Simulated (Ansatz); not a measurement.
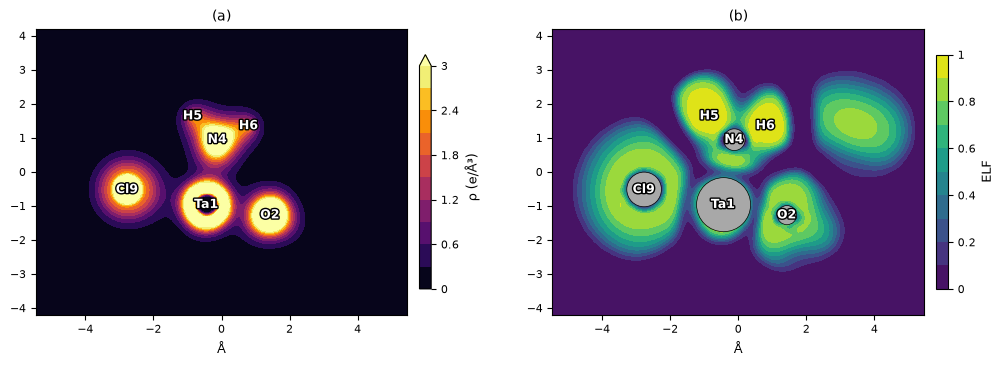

Cl3H3NOTa···HCl. (a) electron density; (b) ELF on the plane of atoms Ta1, N4 and H6. Grey discs cover the atomic cores in the ELF map.

Core potentials replace the inner electrons of Ta.

Computed with Ansatz 0.2.0, RHF/def2-SVP.

```yaml
atoms:
  - { symbol: Ta, position_ang: [-0.3955, 0.2750, 0.0561] }
  - { symbol: O, position_ang: [1.4542, 0.4193, -0.3048] }
  - { symbol: H, position_ang: [2.1996, 1.0000, -0.3071] }
  - { symbol: N, position_ang: [-0.0248, -1.0274, 1.4386] }
  - { symbol: H, position_ang: [-0.7265, -1.4586, 2.0134] }
  - { symbol: H, position_ang: [0.8996, -1.3717, 1.6374] }
  - { symbol: Cl, position_ang: [-0.8504, -0.6113, -2.0559] }
  - { symbol: Cl, position_ang: [-0.3755, 2.5778, 0.5678] }
  - { symbol: Cl, position_ang: [-2.6868, 0.2014, 0.6877] }
  - { symbol: Cl, position_ang: [3.2986, -2.4121, 0.5023] }
  - { symbol: H, position_ang: [2.8014, -1.5936, -0.3391] }
```

Describe what can be read from this map.

Answer. The section cuts through Ta, O, N, H and Cl sites.
Ta–O (1.89 Å): ρ at the midpoint is about 1 e/Å³; the ELF peaks at about 0.85 in the valence shell of O, 0.5 Å from its nucleus, and drops to about 0.25 between the two atoms.
Ta–N (1.94 Å): the density is about 1.1 e/Å³ at the midpoint; the ELF peaks at about 0.90 in the valence shell of N, 0.6 Å from its nucleus, and is about 0.35 at the midpoint.
Ta–Cl (2.38 Å): ρ is about 0.57 e/Å³ halfway; the ELF peaks at about 0.85 in the valence shell of Cl, 0.9 Å from its nucleus, and is about 0.35 at the midpoint.
N–H (1.00 Å): ρ at the midpoint is about 2.9 e/Å³; the ELF climbs to about 1 towards the hydrogen, as it does in any bond to H (a covalent bond by its length).
The ELF also peaks beside Cl10, away from the bonds: lone-pair regions.
